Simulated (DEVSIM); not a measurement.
System: abrupt Ge n-p junction, at 400 K.

```
layer (left to right)  material  thickness (μm)  Nd (cm⁻³)  Na (cm⁻³)  τn (s)  τp (s)
---------------------  --------  --------------  ---------  ---------  ------  ------
1                            Ge            8.80     1.1e16          -  1.7e-6  1.7e-6
2                            Ge             120          -     3.3e12  1.7e-6  1.7e-6
```

Left contact: ohmic. Right contact: ohmic. Voltage is applied to the left contact. Recombination: SRH at mid-gap, radiative. Mobility is μmin + (μ − μmin)/(1 + (N/Nref)^α).

This is a model device: material constants are rounded textbook-type values typed into the input, and sizes, dopings and lifetimes were drawn at random. Values at 300 K; Nc and Nv go as T^1.5, mobilities as T to minus their exponent, the gap by Varshni's rule with the affinity fixed.

```
parameter               Ge
----------------  --------
gap (eV)             0.664
affinity (eV)            4
permittivity            16
Nc (cm⁻³)          1.04e19
Nv (cm⁻³)             6e18
μn (cm²/Vs)           3900
μp (cm²/Vs)           1900
μn,min                 150
μp,min                 100
Nref,n              2.6e17
Nref,p                4e17
αn                    0.56
αp                     0.6
T exponent of μn      1.66
T exponent of μp      2.33
B (cm³/s)          6.4e-14
Varshni α (eV/K)  0.000477
Varshni β (K)          235
```

Model (solved in DEVSIM): 1D drift-diffusion, Boltzmann statistics, complete ionisation; no tunnelling, impact ionisation, image-force lowering or self-heating.

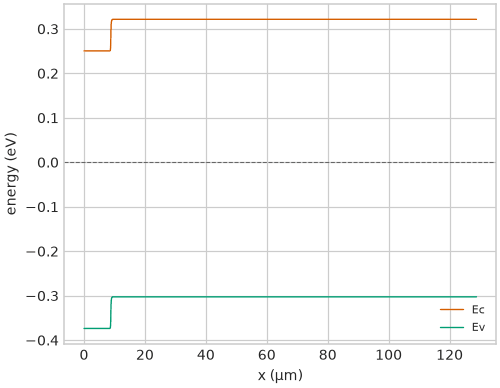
Figure: Band edges at zero bias

Energies count from the Fermi level of the right contact; mesh points crowd at the junctions.

```csv
x (μm),Ec (eV),Ev (eV),n (cm⁻³),p (cm⁻³),field (V/cm)
0.000,0.250,-0.374,1.1e16,1.8e14,≈ 0
0.05108,0.250,-0.374,1.1e16,1.8e14,≈ 0
0.2103,0.250,-0.374,1.1e16,1.8e14,≈ 0
0.7064,0.250,-0.374,1.1e16,1.8e14,≈ 0
3.256,0.250,-0.374,1.1e16,1.8e14,≈ 0
6.860,0.250,-0.374,1.1e16,1.8e14,≈ 0
8.194,0.250,-0.374,1.1e16,1.8e14,≈ 0
8.684,0.254,-0.370,1.0e16,2.0e14,600
8.779,0.269,-0.355,6.5e15,3.1e14,3300
8.815,0.284,-0.340,4.3e15,4.7e14,3900
8.899,0.305,-0.319,2.3e15,8.8e14,1600
9.332,0.321,-0.303,1.4e15,1.4e15,24
10.52,0.322,-0.303,1.4e15,1.4e15,≈ 0
14.24,0.322,-0.303,1.4e15,1.4e15,≈ 0
33.50,0.322,-0.303,1.4e15,1.4e15,≈ 0
81.83,0.322,-0.303,1.4e15,1.4e15,≈ 0
113.8,0.322,-0.303,1.4e15,1.4e15,≈ 0
124.0,0.322,-0.303,1.4e15,1.4e15,≈ 0
127.8,0.322,-0.303,1.4e15,1.4e15,≈ 0
128.5,0.322,-0.303,1.4e15,1.4e15,≈ 0
128.7,0.322,-0.303,1.4e15,1.4e15,≈ 0
128.8,0.322,-0.303,1.4e15,1.4e15,≈ 0
```
